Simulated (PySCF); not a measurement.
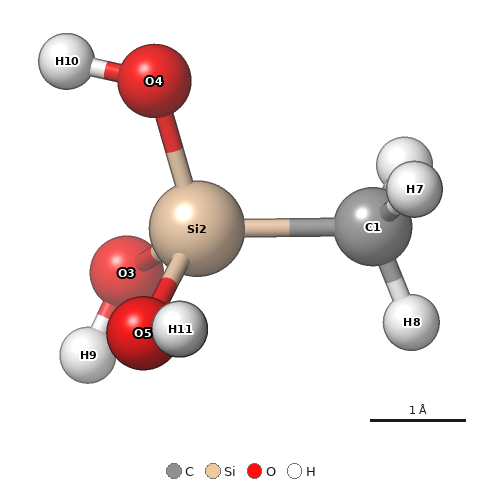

Figure 1. The input geometry (ball-and-stick view, seen on its broad side; atoms are numbered from 1 in the order of the input). Bond lengths as drawn: C–H 1.10 Å, C–Si 1.85 Å, H–O 0.96 Å and O–Si 1.66 to 1.67 Å.

**Run report: CH₆O₃Si, NMR shielding calculation**

CH₆O₃Si, SMILES C[Si](O)(O)O, computed with GIAO LDA/pcSseg-2 NMR shielding, non-relativistic, gas phase (PySCF 2.14.0).

The geometry comes from this level: PBE0-D3(BJ)/def2-SVP. Figures and captions count atoms from 1; the log counts them from 0 in places.

### Input file
```
{"job": {"kind": "nmr", "xc": "LDA", "basis": "pcSseg-2", "pop": false}, "charge": 0, "multiplicity": 1}
C      1.464561    -0.233232    -0.177167
Si    -0.355985     0.082127    -0.048965
O     -1.264773    -0.747995    -1.157908
O     -0.548385     1.705059    -0.312422
O     -0.980395    -0.413043     1.414153
H      1.821044    -0.004832    -1.192942
H      2.027567     0.403627     0.523021
H      1.707066    -1.283539     0.043452
H     -1.789973    -1.463472    -0.788551
H     -1.444603     1.980829    -0.527438
H     -0.527233    -0.105687     2.203728
```

The first line tells a small driver script what to run in PySCF; the rest is the geometry in Å.

Hardware: 1 CPU thread, shared host.

Launch command:
```bash
OMP_NUM_THREADS=1 python <driver script> task.json out
```

### The program's output
```
coarse grid: 9688 points
cycle   1  E = -553.7071171261  dE =  6.413e-01  |g| = 1.442e+00  |ddm| = 2.420e+00
cycle   2  E = -552.5293133139  dE =  1.178e+00  |g| = 2.838e+00  |ddm| = 2.859e+00
cycle   3  E = -554.0601317173  dE = -1.531e+00  |g| = 2.440e-01  |ddm| = 2.356e+00
cycle   4  E = -554.0688070895  dE = -8.675e-03  |g| = 1.415e-01  |ddm| = 2.245e-01
cycle   5  E = -554.0736606623  dE = -4.854e-03  |g| = 1.492e-02  |ddm| = 8.435e-02
cycle   6  E = -554.0736821445  dE = -2.148e-05  |g| = 9.200e-03  |ddm| = 1.199e-02
cycle   7  E = -554.0736955199  dE = -1.338e-05  |g| = 2.745e-03  |ddm| = 6.065e-03
cycle   8  E = -554.0736967916  dE = -1.272e-06  |g| = 3.235e-04  |ddm| = 1.441e-03
final grid: 88992 points
cycle   9  E = -554.0568754594  dE = -9.203e-05  |g| = 6.789e-03  |ddm| = 2.421e-02
cycle  10  E = -554.0568594393  dE =  1.602e-05  |g| = 1.166e-02  |ddm| = 8.507e-03
cycle  11  E = -554.0568829802  dE = -2.354e-05  |g| = 1.281e-03  |ddm| = 6.083e-03
cycle  12  E = -554.0568831940  dE = -2.138e-07  |g| = 5.442e-04  |ddm| = 9.515e-04
cycle  13  E = -554.0568832635  dE = -6.952e-08  |g| = 9.179e-05  |ddm| = 3.434e-04
cycle  14  E = -554.0568832648  dE = -1.270e-09  |g| = 3.712e-05  |ddm| = 7.532e-05
cycle  15  E = -554.0568832650  dE = -2.212e-10  |g| = 1.208e-05  |ddm| = 2.457e-05
```

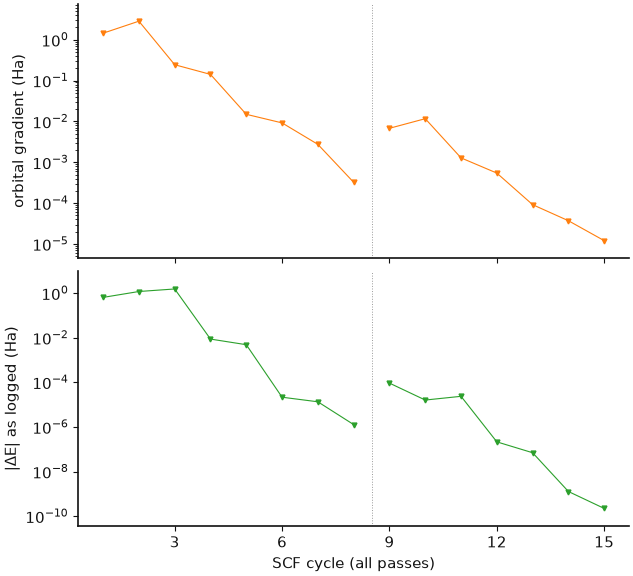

Figure 2. Convergence of the self-consistent field: orbital gradient and size of the energy change against the SCF cycle. The dotted line marks the change from a coarse to the final integration grid. The first 8 cycles use a coarse grid, the final grid takes over at cycle 9, and the field converges after 15 cycles in all.

```
converged SCF energy = -554.0568832650

GIAO shielding tensors (ppm)
atom      isotropic    diamagn.    paramagn.     s11        s22        s33       span
  0 C      186.608     247.506     -60.898    180.455    185.235    194.133     13.679
  1 Si     327.806     876.372    -548.566    302.554    322.818    358.046     55.492
  2 O      264.235     386.119    -121.884    235.531    240.189    316.986     81.455
  3 O      248.032     386.066    -138.034    206.868    230.706    306.523     99.655
  4 O      246.295     387.471    -141.175    209.261    230.437    299.188     89.927
  5 H       30.383      29.355       1.027     26.199     27.871     37.078     10.879
  6 H       30.649      30.238       0.411     26.668     28.258     37.021     10.353
  7 H       30.836      30.207       0.629     26.839     28.263     37.406     10.567
  8 H       29.046      31.220      -2.175     21.492     24.202     41.443     19.951
  9 H       29.053      30.879      -1.826     22.008     23.512     41.639     19.631
 10 H       29.176      32.080      -2.904     22.305     24.043     41.181     18.877
```

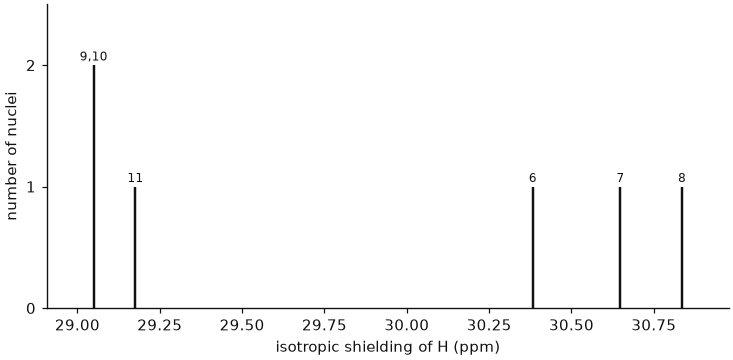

Figure 3. Isotropic shieldings of the hydrogen nuclei in this fixed geometry, labelled by atom number; shielding grows to the right, so chemical shift grows to the left. The least shielded is H9 (29.0 ppm), the most shielded H8 (30.8 ppm).

### Key numbers

- outcome: converged
- total energy: −554.056883 hartree
- HOMO: −7.38 eV
- LUMO: −0.80 eV
- dipole moment: 1.41 D
- isotropic shielding, C: 186.6 ppm
- isotropic shielding, Si: 327.8 ppm
- isotropic shielding, O: 246.3 to 264.2 ppm
- isotropic shielding, H: 29.0 to 30.8 ppm
- wall time: 35 s
- peak memory: 0.79 GiB
